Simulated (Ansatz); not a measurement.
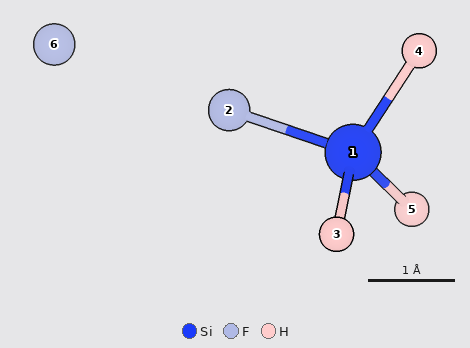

**Figure 1.** The input geometry (ball-and-stick view, seen at a tilt; atoms are numbered from 1 in the order of the input).

## Run report: SiH₃F₂, geometry relaxation (part 1 of 2)

SiH₃F₂, multiplicity 2, computed with UKS PBE/def2-SVP (Ansatz 0.2.0).

It belongs to a series of runs on one base structure; here: end point A relaxed. Figures and captions count atoms from 1; the log counts them from 0 in places.

### The input
```yaml
crystal:
  periodic: [false, false, false]
  atoms:
    - { symbol: Si, position_ang: [0.003189, 0.0, -0.081108] }
    - { symbol: F, position_ang: [0.031611, -1.0e-06, 1.53636] }
    - { symbol: H, position_ang: [1.417139, 0.0, -0.573529] }
    - { symbol: H, position_ang: [-0.712493, 1.230578, -0.544235] }
    - { symbol: H, position_ang: [-0.712493, -1.230578, -0.544235] }
    - { symbol: F, position_ang: [-0.025552, 0.0, 3.868147] }
magnetization:
  spin_polarized: true
  initial_magnetization: 1
basis:
  gaussian: { orbitals: def2-SVP }
hamiltonian:
  xc: pbe
relax:
  f_tol: 0.03
  max_steps: 50
output:
  orbitals: {}
```

Hardware: 1 thread of Arm Neoverse V2, 24 GiB of memory available, shared host.

Run as:
```bash
ansatz run input.yaml --threads 1 --pin off --max-ram 2048MiB --backend cpu --events-out ev --progress --plain --runs-dir out
```

### Output
```
The last accepted step is kept in [file] (removed where the run ends without a failure and the disk answers)
Engine: ansatz 0.2.0, aarch64-unknown-linux-gnu
Functional definition: PBE
  parameter kappa = 0.804
  parameter beta = 0.06672455060314922
  exchange = pbe_x(kappa = kappa, mu = beta*pi^2/3)
  correlation = pbe_c(beta = beta)
666 factors; their error is unknown
mean field evaluation 1: about -13340.0881 eV, gradient 2.1e1 eV
mean field evaluation 2: about -13321.8253 eV, gradient 6.3e1 eV
mean field evaluation 4: about -13341.4543 eV, gradient 5.6e0 eV
mean field evaluation 8: about -13341.5155 eV, gradient 6.5e-2 eV
mean field evaluation 16: about -13341.5155 eV, gradient 3.0e-5 eV
mean field evaluation 32: about -13341.3274 eV, gradient 5.1e-1 eV
mean field evaluation 64: about -13341.3402 eV, gradient 5.0e-4 eV
mean field evaluation 96: about -13341.3751 eV, gradient 4.3e0 eV
mean field evaluation 128: about -13341.3284 eV, gradient 9.3e-1 eV
mean field -13341.51553440 eV, -490.2916526853 hartree, gradient 4.1e-6 eV, S^2 0.750816; 12 other end points of the search recorded, 0 dependent functions left out
the calculation of the forces begins
reference -13341.51556121 eV, -490.2916536705 hartree; 18, 17 occupied and 43, 44 virtual orbitals, 666 factors
relax step   1: F+E_penalty+E_count = -13341.51553440 eV  Δ(F+E_penalty+E_count) = +0.000e0 eV  max|allowed force component| = 1.009e0 eV/Å  Δτ_max = 0.0000 Å  (428 SCF iters, accepted)
these checks for a lower state are left out or cut short: starts, cluster_reference, orbital_swaps, neighbouring_geometries, increment
666 factors; their error is unknown
mean field -13341.52652355 eV, -490.2920565288 hartree, gradient 6.3e-6 eV, S^2 0.750818; 0 other end points of the search recorded, 0 dependent functions left out
[... from here on the field's lines of each further geometry are left out, up to the last ...]
relax step   2: F+E_penalty+E_count = -13341.52652355 eV  Δ(F+E_penalty+E_count) = -1.099e-2 eV  max|allowed force component| = 6.054e-1 eV/Å  Δτ_max = 0.0174 Å  (60 SCF iters, accepted)
relax step   3: F+E_penalty+E_count = -13341.53590014 eV  Δ(F+E_penalty+E_count) = -9.377e-3 eV  max|allowed force component| = 4.001e-2 eV/Å  Δτ_max = 0.0797 Å  (43 SCF iters, accepted)
relax step   4: F+E_penalty+E_count = -13341.55157322 eV  Δ(F+E_penalty+E_count) = -1.567e-2 eV  max|allowed force component| = 1.526e-1 eV/Å  Δτ_max = 0.1450 Å  (46 SCF iters, accepted)
relax step   5: F+E_penalty+E_count = -13341.58858009 eV  Δ(F+E_penalty+E_count) = -3.701e-2 eV  max|allowed force component| = 3.084e-1 eV/Å  Δτ_max = 0.2000 Å  (43 SCF iters, accepted)
relax step   6: F+E_penalty+E_count = -13341.61518168 eV  Δ(F+E_penalty+E_count) = -2.660e-2 eV  max|allowed force component| = 1.692e-1 eV/Å  Δτ_max = 0.1063 Å  (41 SCF iters, accepted)
relax step   7: F+E_penalty+E_count = -13341.66027559 eV  Δ(F+E_penalty+E_count) = -4.509e-2 eV  max|allowed force component| = 2.382e-1 eV/Å  Δτ_max = 0.1951 Å  (44 SCF iters, accepted)
relax step   8: F+E_penalty+E_count = -13341.70647740 eV  Δ(F+E_penalty+E_count) = -4.620e-2 eV  max|allowed force component| = 1.723e-1 eV/Å  Δτ_max = 0.1950 Å  (43 SCF iters, accepted)
relax step   9: F+E_penalty+E_count = -13341.75284441 eV  Δ(F+E_penalty+E_count) = -4.637e-2 eV  max|allowed force component| = 1.456e-1 eV/Å  Δτ_max = 0.1949 Å  (36 SCF iters, accepted)
relax step  10: F+E_penalty+E_count = -13341.79767433 eV  Δ(F+E_penalty+E_count) = -4.483e-2 eV  max|allowed force component| = 1.710e-1 eV/Å  Δτ_max = 0.1950 Å  (41 SCF iters, accepted)
relax step  11: F+E_penalty+E_count = -13341.83130673 eV  Δ(F+E_penalty+E_count) = -3.363e-2 eV  max|allowed force component| = 2.024e-1 eV/Å  Δτ_max = 0.1934 Å  (35 SCF iters, accepted)
relax step  12: F+E_penalty+E_count = -13341.85761891 eV  Δ(F+E_penalty+E_count) = -2.631e-2 eV  max|allowed force component| = 5.262e-1 eV/Å  Δτ_max = 0.1900 Å  (41 SCF iters, accepted)
relax step  13: F+E_penalty+E_count = -13341.95024274 eV  Δ(F+E_penalty+E_count) = -9.262e-2 eV  max|allowed force component| = 1.019e0 eV/Å  Δτ_max = 0.1950 Å  (44 SCF iters, accepted)
relax step  14: F+E_penalty+E_count = -13342.44841790 eV  Δ(F+E_penalty+E_count) = -4.982e-1 eV  max|allowed force component| = 3.632e0 eV/Å  Δτ_max = 0.1522 Å  (44 SCF iters, accepted)
relax step  15: F+E_penalty+E_count = -13343.27991523 eV  Δ(F+E_penalty+E_count) = -8.315e-1 eV  max|allowed force component| = 4.233e0 eV/Å  Δτ_max = 0.1667 Å  (42 SCF iters, accepted)
relax step  16: F+E_penalty+E_count = -13343.52487663 eV  Δ(F+E_penalty+E_count) = -2.450e-1 eV  max|allowed force component| = 4.487e0 eV/Å  Δτ_max = 0.1944 Å  (36 SCF iters, accepted)
relax step  17: F+E_penalty+E_count = -13343.96887487 eV  Δ(F+E_penalty+E_count) = -4.440e-1 eV  max|allowed force component| = 5.143e-1 eV/Å  Δτ_max = 0.2000 Å  (32 SCF iters, accepted)
relax step  18: F+E_penalty+E_count = -13344.01807372 eV  Δ(F+E_penalty+E_count) = -4.920e-2 eV  max|allowed force component| = 3.690e-1 eV/Å  Δτ_max = 0.1219 Å  (29 SCF iters, accepted)
relax step  19: F+E_penalty+E_count = -13344.08041314 eV  Δ(F+E_penalty+E_count) = -6.234e-2 eV  max|allowed force component| = 3.124e-1 eV/Å  Δτ_max = 0.1930 Å  (28 SCF iters, accepted)
relax step  20: F+E_penalty+E_count = -13344.11483227 eV  Δ(F+E_penalty+E_count) = -3.442e-2 eV  max|allowed force component| = 5.805e-1 eV/Å  Δτ_max = 0.1951 Å  (27 SCF iters, accepted)
relax step  21: F+E_penalty+E_count = -13344.15644260 eV  Δ(F+E_penalty+E_count) = -4.161e-2 eV  max|allowed force component| = 1.328e-1 eV/Å  Δτ_max = 0.1949 Å  (29 SCF iters, accepted)
relax step  22: F+E_penalty+E_count = -13344.18150723 eV  Δ(F+E_penalty+E_count) = -2.506e-2 eV  max|allowed force component| = 6.012e-2 eV/Å  Δτ_max = 0.2000 Å  (28 SCF iters, accepted)
relax step  23: F+E_penalty+E_count = -13344.19302669 eV  Δ(F+E_penalty+E_count) = -1.152e-2 eV  max|allowed force component| = 3.007e-2 eV/Å  Δτ_max = 0.1914 Å  (28 SCF iters, accepted)
relax step  24: F+E_penalty+E_count = -13344.19707304 eV  Δ(F+E_penalty+E_count) = -4.046e-3 eV  max|allowed force component| = 1.179e-1 eV/Å  Δτ_max = 0.1675 Å  (28 SCF iters, accepted)
relax step  25: F+E_penalty+E_count = -13344.19813673 eV  Δ(F+E_penalty+E_count) = -1.064e-3 eV  max|allowed force component| = 7.051e-3 eV/Å  Δτ_max = 0.0732 Å  (28 SCF iters, accepted)
relax step  26: F+E_penalty+E_count = -13344.19841380 eV  Δ(F+E_penalty+E_count) = -2.771e-4 eV  max|allowed force component| = 1.382e-2 eV/Å  Δτ_max = 0.0608 Å  (22 SCF iters, accepted)
relax step  27: F+E_penalty+E_count = -13344.19645716 eV  Δ(F+E_penalty+E_count) = +1.957e-3 eV  max|allowed force component| = 3.055e-1 eV/Å  Δτ_max = 0.0922 Å  (28 SCF iters, rejected (line search))
the calculation of the forces begins
reference -13344.19852129 eV, -490.3902506347 hartree; 18, 17 occupied and 43, 44 virtual orbitals, 666 factors
relax step  28: F+E_penalty+E_count = -13344.19848648 eV  Δ(F+E_penalty+E_count) = -7.267e-5 eV  max|allowed force component| = 2.355e-3 eV/Å  Δτ_max = 0.0441 Å  (24 SCF iters, accepted)
```

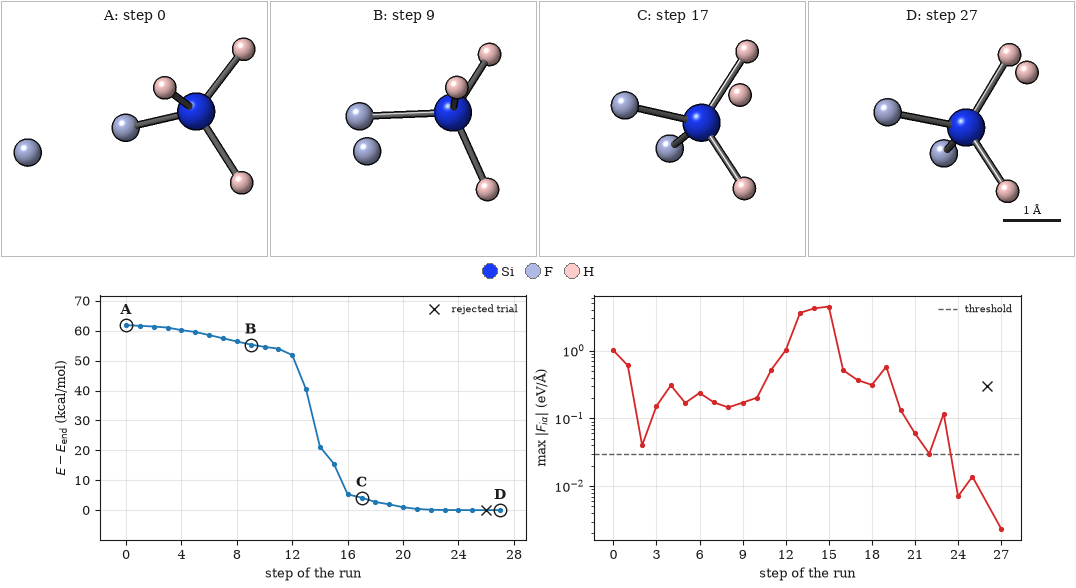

**Figure 2.** Frames of the relaxation (ball-and-stick view, seen at a tilt) above the curves, on which the letters mark them (the first geometry is step 0 here and step 1 in the log).

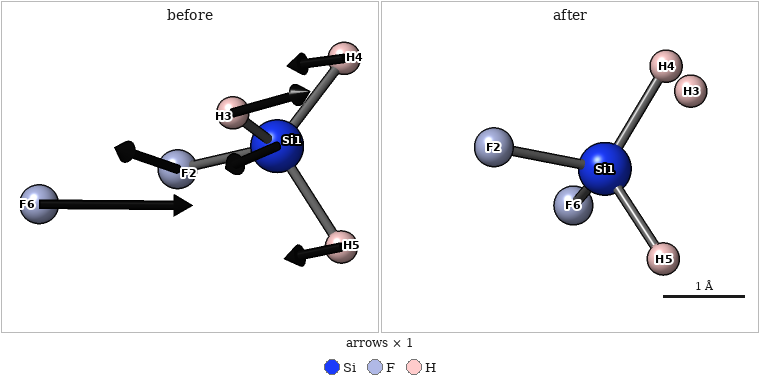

**Figure 3.** Before (left) and after (right) the relaxation, at one scale (ball-and-stick view, seen at a tilt). The black arrows give the displacements, at true length. After 27 geometry steps the energy has fallen by 61.9 kcal/mol. Largest force component: 1 eV/Å at the start, 0.0024 eV/Å at the end. The line search rejected the trial step at point 26 (counted from 0) and went back. F6 moves most after the best rigid fit: 1.92 Å. By element the largest moves are F 1.92 Å, H 1.37 Å, Si 1.19 Å. Among the contacts that change: Si1–F6 3.949 → 1.627 Å, Si1–H3 1.497 → 3.513 Å, Si1–F2 1.618 → 1.627 Å. New bonds form: Si1–F6 (3.95 → 1.63 Å). Bonds break: Si1–H3 (1.50 → 3.51 Å). Among the angles that change: H4–Si1–H5 110.6° → 114.7°. (Atoms are counted from 1 in the order of the input.)

```
666 factors; their error is unknown
mean field -13344.19848648 eV, -490.3902493554 hartree, gradient 8.1e-6 eV, S^2 0.750009; 1 other end points of the search recorded, 0 dependent functions left out
the calculation of the forces begins
reference -13344.19852129 eV, -490.3902506347 hartree; 18, 17 occupied and 43, 44 virtual orbitals, 666 factors
Total energy: -13344.19852129 eV, -490.3902506347 hartree
Atom 0 at    -0.310491     0.000606     1.068065 Å, force    -0.001442     0.001305     0.002305 eV/Å
Atom 1 at     1.251966     0.001772     1.521185 Å, force    -0.000496    -0.001034     0.000050 eV/Å
Atom 2 at     1.454293    -0.004468    -1.968974 Å, force    -0.000546    -0.000040    -0.000267 eV/Å
Atom 3 at    -0.586939     1.255898     0.308170 Å, force     0.000822    -0.000797    -0.002355 eV/Å
Atom 4 at    -0.587767    -1.259018     0.315494 Å, force     0.001576     0.001629    -0.000436 eV/Å
Atom 5 at    -1.219661     0.005208     2.417460 Å, force     0.000087    -0.001063     0.000703 eV/Å
Dipole moment:    -0.094690    -0.001115    -0.301853 e Å
```

### Trajectory as extended XYZ (Å, eV, eV/Å), 28 frames, from step=1 to step=28
```
6
Properties=species:S:1:pos:R:3:forces:R:3 step=1 energy=-13341.51553
Si    0.0032    0.0000   -0.0811   -0.0111   0.0000  -0.8542
F     0.0316    0.0000    1.5364    0.0259   0.0000   1.0086
H     1.4171    0.0000   -0.5735    0.0526   0.0000  -0.0299
H    -0.7125    1.2306   -0.5442   -0.0310   0.0437  -0.0240
H    -0.7125   -1.2306   -0.5442   -0.0310  -0.0437  -0.0240
F    -0.0256    0.0000    3.8681   -0.0055   0.0000  -0.0766
6
Properties=species:S:1:pos:R:3:forces:R:3 step=2 energy=-13341.52652
Si    0.0046    0.0000   -0.0784   -0.0171   0.0000  -0.5603
F     0.0398    0.0000    1.5504    0.0273   0.0000   0.6054
H     1.4185    0.0000   -0.5787    0.0104   0.0000   0.0022
H    -0.7148    1.2313   -0.5420   -0.0065   0.0101   0.0079
H    -0.7148   -1.2313   -0.5420   -0.0065  -0.0101   0.0079
F    -0.0318    0.0000    3.8519   -0.0076   0.0000  -0.0631
6
Properties=species:S:1:pos:R:3:forces:R:3 step=3 energy=-13341.53590
Si    0.0068    0.0000   -0.0711   -0.0079   0.0000  -0.0198
F     0.0736    0.0000    1.5766    0.0368   0.0000  -0.0400
H     1.4173    0.0000   -0.5849   -0.0219   0.0000   0.0070
H    -0.7196    1.2351   -0.5178    0.0075  -0.0240   0.0178
H    -0.7196   -1.2351   -0.5178    0.0075   0.0240   0.0178
F    -0.0572    0.0000    3.7765   -0.0221   0.0000   0.0172
6
Properties=species:S:1:pos:R:3:forces:R:3 step=4 energy=-13341.55157
Si    0.0222    0.0000   -0.0687   -0.0099   0.0000   0.1457
F     0.2186    0.0000    1.5747    0.0681   0.0000  -0.1526
H     1.3992    0.0000   -0.6677   -0.0273   0.0000  -0.0062
H    -0.7322    1.2344   -0.4660    0.0089  -0.0189   0.0213
H    -0.7322   -1.2344   -0.4660    0.0089   0.0189   0.0213
F    -0.1743    0.0000    3.7551   -0.0486   0.0000  -0.0295
6
Properties=species:S:1:pos:R:3:forces:R:3 step=5 energy=-13341.58858
Si    0.0409    0.0000   -0.0400    0.0503   0.0000   0.2062
F     0.3995    0.0000    1.5838    0.0722   0.0000  -0.3084
H     1.3671    0.0000   -0.7523   -0.0807   0.0000   0.0281
H    -0.7432    1.2351   -0.3739    0.0204  -0.0305   0.0485
H    -0.7432   -1.2351   -0.3739    0.0204   0.0305   0.0485
F    -0.3197    0.0000    3.6178   -0.0827   0.0000  -0.0230
6
Properties=species:S:1:pos:R:3:forces:R:3 step=6 energy=-13341.61518
Si    0.0501    0.0000   -0.0269    0.0520   0.0000   0.1692
F     0.4930    0.0000    1.5736    0.0592   0.0000  -0.1523
H     1.3453    0.0000   -0.7902   -0.0631   0.0000  -0.0133
H    -0.7450    1.2374   -0.3200    0.0102  -0.0300   0.0358
H    -0.7450   -1.2374   -0.3200    0.0102   0.0300   0.0358
F    -0.3969    0.0000    3.5448   -0.0686   0.0000  -0.0752
6
Properties=species:S:1:pos:R:3:forces:R:3 step=7 energy=-13341.66028
Si    0.0678    0.0000    0.0041    0.1216   0.0000   0.2382
F     0.6495    0.0000    1.5662   -0.0663   0.0000  -0.1716
H     1.3062    0.0000   -0.8521   -0.1052   0.0000  -0.0017
H    -0.7490    1.2370   -0.2268    0.0333  -0.0373   0.0499
H    -0.7490   -1.2370   -0.2268    0.0333   0.0373   0.0499
F    -0.5242    0.0000    3.3969   -0.0168   0.0000  -0.1646
```
